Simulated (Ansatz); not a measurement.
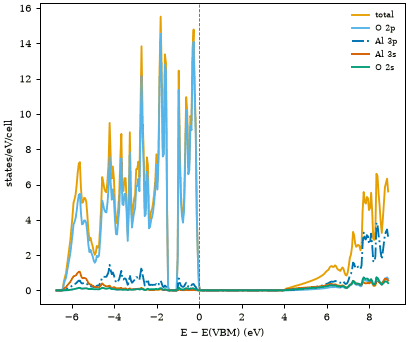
Total and projected density of states of Al$_{2}$O$_{3}$ in space group Cc (No. 9; Pearson symbol mS20), DFT-PBE in the program Ansatz with PAW potentials

Problem. Which orbitals carry the states next to the gap?

Solution. Top 1 eV of the valence band: O 2p 94 %. Bottom 1 eV of the conduction band: Al 3s 46 %, O 2s 26 %, Al 3p 18 %, O 2p 7 %. Projections are on Löwdin-orthogonalised atomic valence shells; empty p or d shells of many metals are not among them.

Problem. Where is the tallest occupied peak in this window, and what makes it?

Solution. Near -1.8 eV, about 16 states/eV per cell; the largest projected share is O 2p.

The start of the workflow was typed in or built on a structure type; neither database checked (COD, Materials Project) lists it. It is not the phase usual at ambient conditions (space group No. 167). The cell was relaxed with PBE under the symmetry of its start; its stability against distortions is not shown here.

Potentials: the earlier of the program's two PAW sets.
